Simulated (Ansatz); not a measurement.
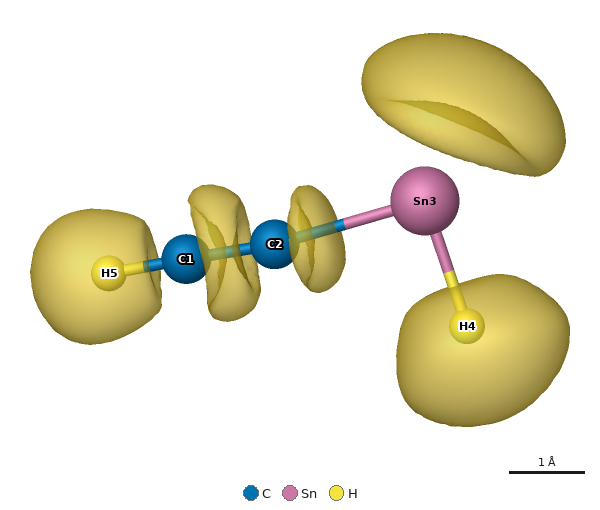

C2H2Sn. Isosurface of the electron localisation function at 0.8 (yellow), seen at a tilt. Core shells and regions of very low density are left out.

Geometry: PBE0-D3(BJ)/def2-SVP; core potentials replace the inner electrons of Sn.

Method: isolated molecule in a Gaussian basis; Kohn-Sham density functional theory, functional PBE0 in Ansatz.

```xyz
5

C    -1.5835    0.9192   -0.3678
C    -0.3983    0.6237   -0.4432
Sn    1.7144    0.3410   -0.6369
H     1.5821   -1.3807   -0.1991
H    -2.6301    1.1605   -0.2965
```

Q: What do the ELF domains correspond to?

A: The ELF exceeds this value in one region between bonded C–C atoms (shared pairs), two regions around hydrogen nuclei, one lobe of the valence shell of C pointing towards Sn (polar bonds) and one lobe on Sn, pointing away from the bonds (lone pairs). Along the contacts the grid gives the following. C–C (1.22 Å): the ELF peaks at about 0.85 between the atoms: a multiple bond. C–Sn (2.14 Å): the ELF peaks at about 0.95 in the valence shell of C, 0.7 Å from its nucleus, and drops to about 0.15 between the two atoms.
